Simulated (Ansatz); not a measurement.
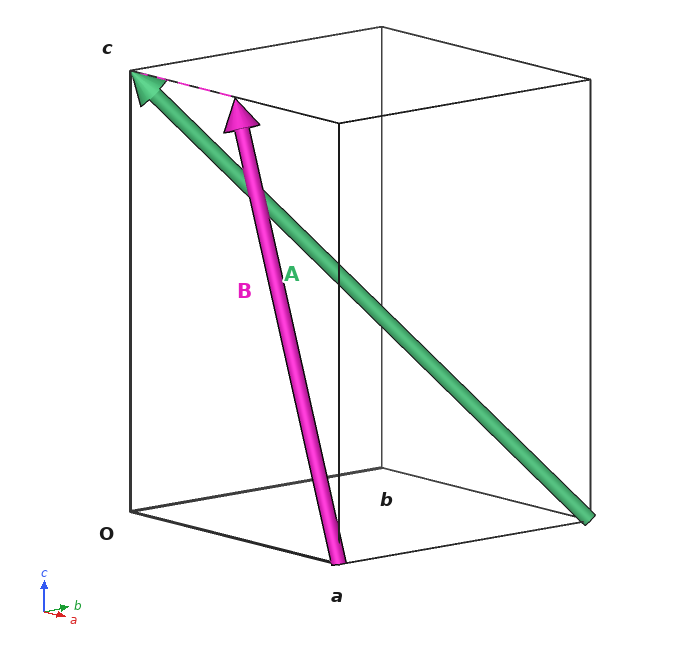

Crystal: FePt, a calculation's input that goes back to an entry of the Crystallography Open Database (an earlier step may have relaxed or displaced it). Each arrow starts at a corner of the unit cell and ends on its surface; where a tip isn't a corner, dashed lines run from it parallel to the axes. All values are computed from the atomic coordinates in the standard setting (tolerance 0.002 Å).

a = 2.729 Å, b = 2.729 Å, c = 3.767 Å, α = 90.00°, β = 90.00°, γ = 90.00°.

> Give [uvw] of each arrow.

Arrow A runs from (1, 1, 0) to (0, 0, 1), so [−1 −1 1]; Arrow B runs from (1, 0, 0) to (1/2, 0, 1), so [−1 0 2].

> How long is the vector ua + vb + wc in each case, and what angles do the directions make?

A 5.393 Å; B 8.012 Å. A–B: 34.0°.

> In P4/mmm, No. 123, how many directions are equivalent to A (Laue class 4/mmm, both senses counted)?

8.
